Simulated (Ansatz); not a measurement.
H$_{2}$N$_{2}$Si

The calculation's input:

```
crystal:
  periodic: [false, false, false]
  atoms:
    - { symbol: "N", position_ang: [-1.23363, -1.7661, 1.22814] }
    - { symbol: Si, position_ang: [-0.46, -0.65774, 0.45658] }
    - { symbol: "N", position_ang: [0.37727, 0.54803, -0.37578] }
    - { symbol: H, position_ang: [1.25564, 0.93309, -0.05913] }
    - { symbol: H, position_ang: [0.06072, 0.94273, -1.24981] }
magnetization:
  spin_polarized: true
basis:
  gaussian: { orbitals: "6-31G*" }
hamiltonian:
  xc: pbe
relax:
  f_tol: 0.02
  max_steps: 50
output:
  orbitals: {}
```

Command:

```sh
ansatz run input.yaml --threads 1 --pin off --max-ram 2048MiB --backend cpu --events-out ev --progress --plain --runs-dir out
```

The fields are those of the relaxed geometry.

Theory: UKS PBE/6-31G* (Ansatz).

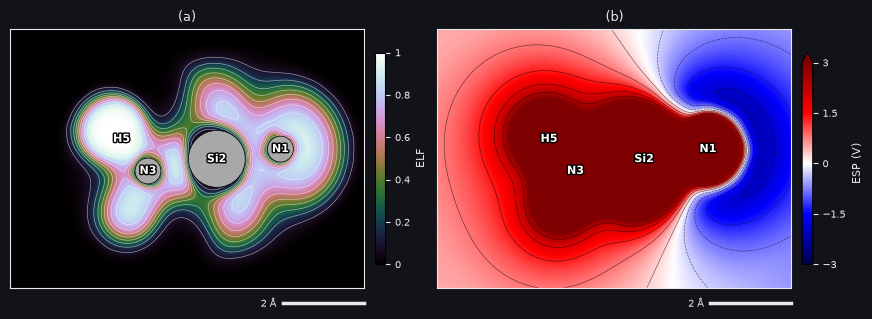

Figure 1. (a) ELF; (b) molecular electrostatic potential on the plane of atoms Si2, N3 and H5. Grey discs cover the atomic cores in the ELF map.

### What does the map show?

The plane passes through N, Si and H nuclei.
Si–N (1.59 Å): the ELF peaks at about 0.75 in the valence shell of N, 0.6 Å from its nucleus, and is about 0.50 at the midpoint.
N–H (1.02 Å): the ELF climbs to about 1 towards the hydrogen, as it does in any bond to H; a covalent bond by its length.
Si–N (1.72 Å): the ELF peaks at about 0.90 between the atoms, as expected for a shared but strongly polarised pair.
The ELF also peaks beside Si2 and N1, away from the bonds: lone-pair regions.
Outside the dense part of the molecule the potential is most negative (−2.1 V) near N1.

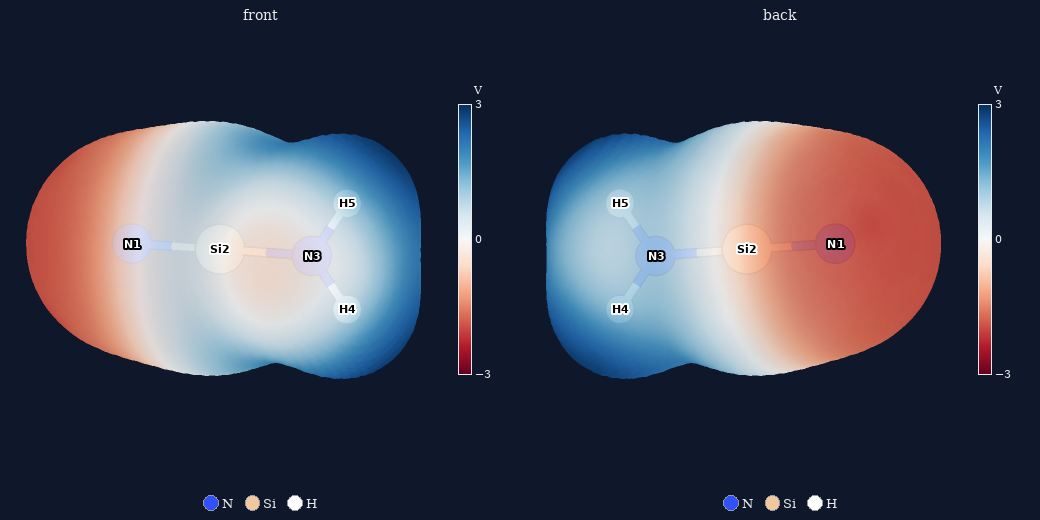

Figure 2. The molecular electrostatic potential painted on the density surface at 0.002 e/bohr³, seen from the front and from behind; red is negative and blue positive.

### Describe the electrostatic potential map.

The most negative region (about −2.0 V) lies over N1, the most positive (about +2.8 V) over H4 and H5. N1 is the likeliest acceptor of a hydrogen bond.

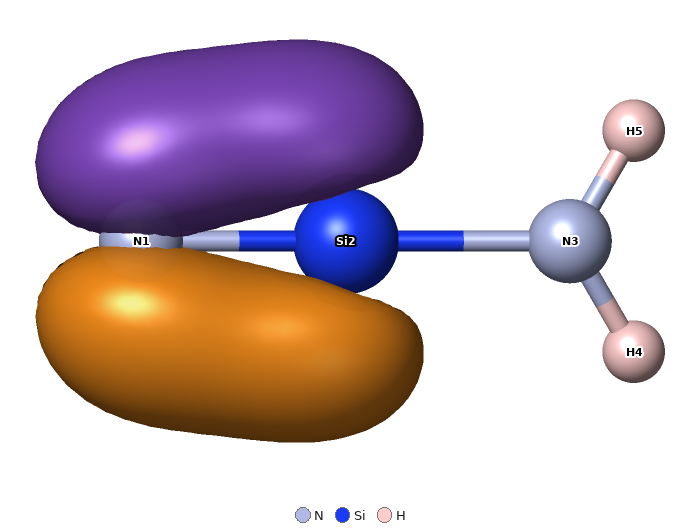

Figure 3. The HOMO−1 at ±0.15 Å⁻³ᐟ² (orange and purple are the two phases), seen across its widest extent.

### Describe this orbital and give its energy.

Its weight (Hirshfeld) is mainly on N1 (about 60 %) and Si2 (about 40 %); π-bonding across N1–Si2. Its energy is −5.95 eV.
